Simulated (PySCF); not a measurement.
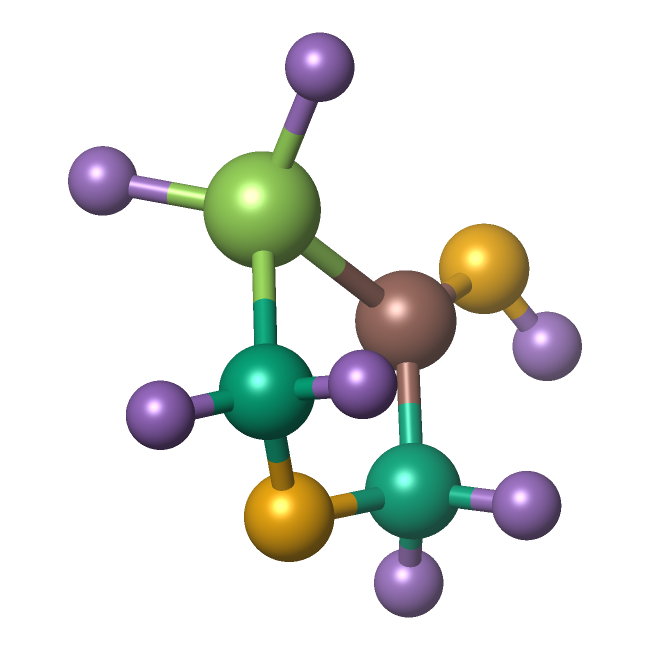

The picture shows a molecular structure as a ball-and-stick model. Every bond is drawn as one stick, whatever its order. Colours: oxygen orange, boron brown, carbon teal, silicon green, hydrogen purple.

Which formula does it have?

C₂H₇BO₂Si, 13 atoms: 2 carbon, 7 hydrogen, 1 boron, 2 oxygen and 1 silicon.

How many bonds of each kind are drawn?

4 C–H, 2 C–O, 2 Si–H, 1 B–O, 1 C–B, 1 C–Si, 1 B–Si, 1 O–H.

Write the SMILES.

OB1COC[SiH2]1

Which point group does it belong to?

C1.

The parts below concern this one geometry. Atoms keep their numbers from picture to picture. The computed structure is the end point of a PBE0-D3(BJ)/def2-SVP optimisation. No frequency run is at hand to confirm it as a minimum.

## Geometry

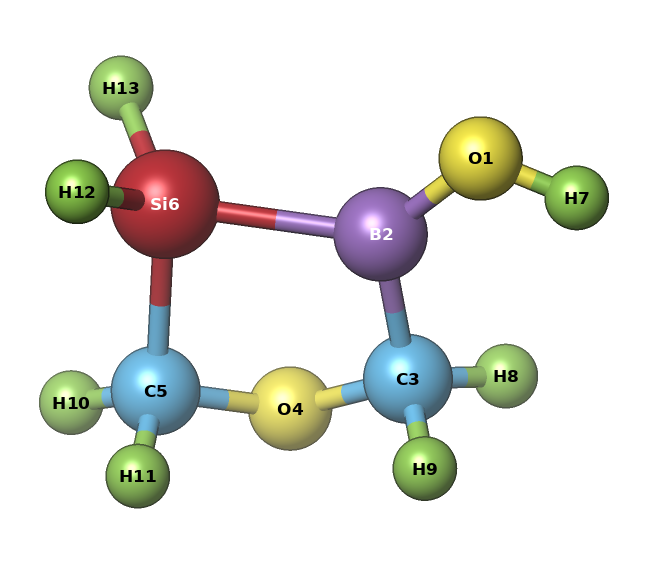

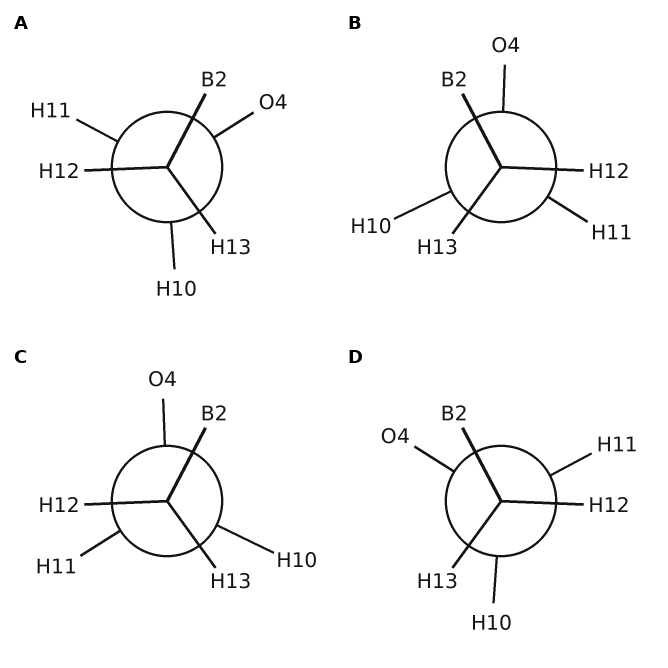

Atoms fade into the background with distance from the viewer. Bonds that would overlap in a projection are set slightly apart. No frequency run is at hand to confirm it as a minimum.

Which Newman projection shows the view along Si6–C5, with Si6 in front?

D. The torsion angle B2–Si6–C5–O4 is −30°, synclinal (gauche).

## Ring current

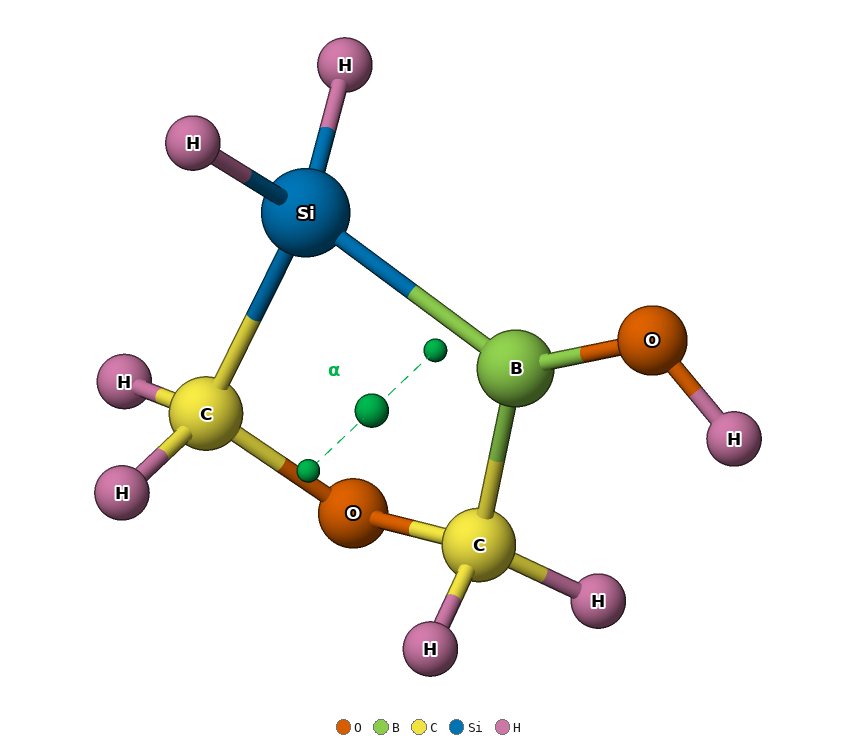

The small points mark where nucleus-independent chemical shifts (NICS) were computed: at the centre of each lettered ring and 1 Å above and below it. No frequency run is at hand to confirm it as a minimum. Level of theory: GIAO B3LYP/pcSseg-1 NMR shielding, non-relativistic, gas phase (PySCF 2.14.0).

Give NICS(0), NICS(1) and the out-of-plane component NICS(1)zz for each ring (means of the two sides).

| ring | members | NICS(0) | NICS(1) | NICS(1)zz |
| --- | --- | --- | --- | --- |
| α | C2BOSi | −0.8 | −2.3 | −2.3 |

Values in ppm.

What do the values say about the ring currents?

Ring α: weak, as in a non-aromatic ring. NICS is one index among several.

## Quadrupole coupling

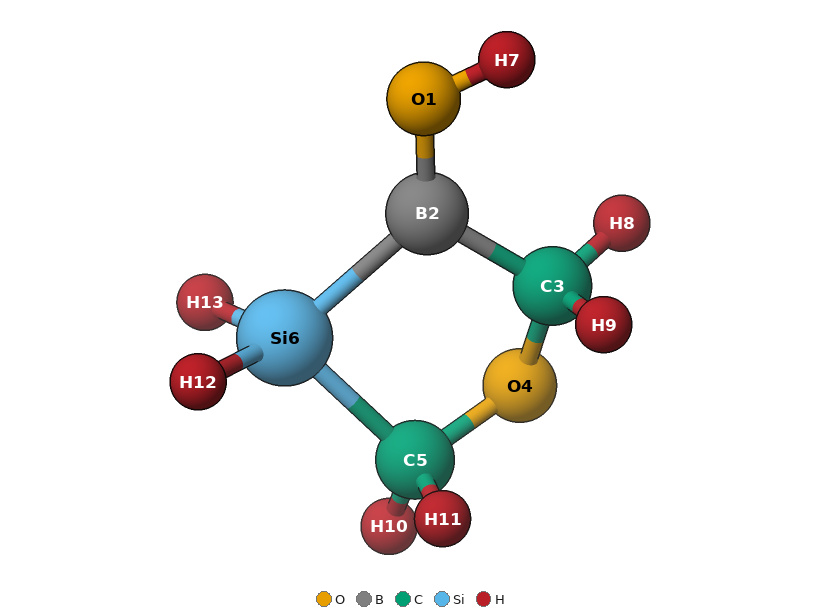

No frequency run is at hand to confirm it as a minimum. Electric field gradients from the ground-state density, PBE0/IGLO-III (PySCF 2.14.0), non-relativistic apart from any core potentials.

Give the largest field-gradient component, the quadrupole coupling constant and the asymmetry for 17O at O1 (Q = −25.6 mb), 11B at B2 (Q = 40.59 mb), 17O at O4 (Q = −25.6 mb), 2H at H7 (Q = 2.86 mb), 2H at H8 (Q = 2.86 mb), 2H at H9 (Q = 2.86 mb), 2H at H10 (Q = 2.86 mb).

```
atom  V_zz (a.u.)  e²qQ/h (MHz)     η
  O1        1.250         −7.52  0.11
  B2        0.450          4.29  0.19
  O4       −2.017         12.13  0.96
  H7        0.468         0.315  0.04
  H8        0.279         0.188  0.10
  H9        0.261         0.175  0.09
 H10        0.284         0.191  0.10
```

## Polarisability

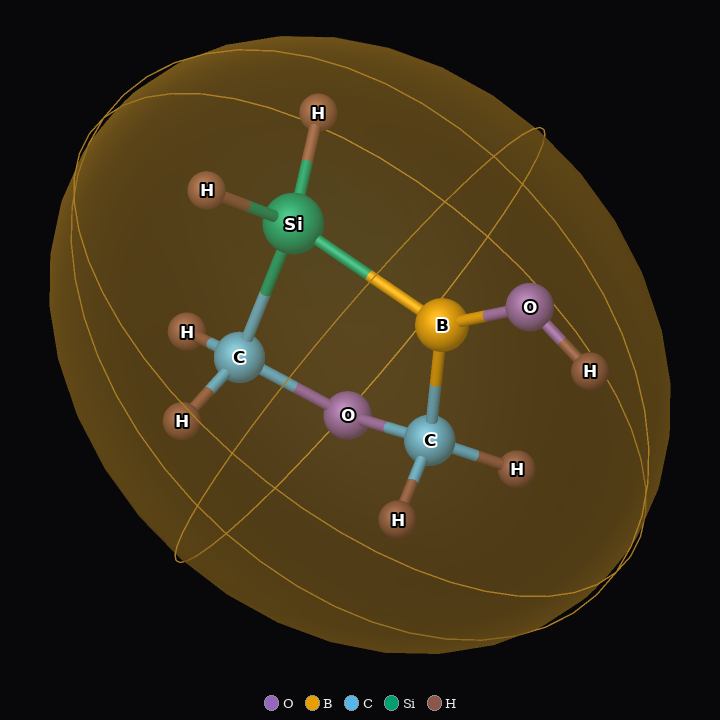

The ellipsoid shows the static dipole polarisability: its half-axes are proportional to the principal values. No frequency run is at hand to confirm it as a minimum. Level of theory: ωB97X-D/def2-SVPD (PySCF 2.14.0).

Give the principal values, the mean and the anisotropy.

Principal values 60.8, 73.8, 83.4 bohr³; mean 72.7 bohr³ (10.77 Å³); anisotropy 19.6 bohr³, so the longest axis is 1.37 times the shortest.
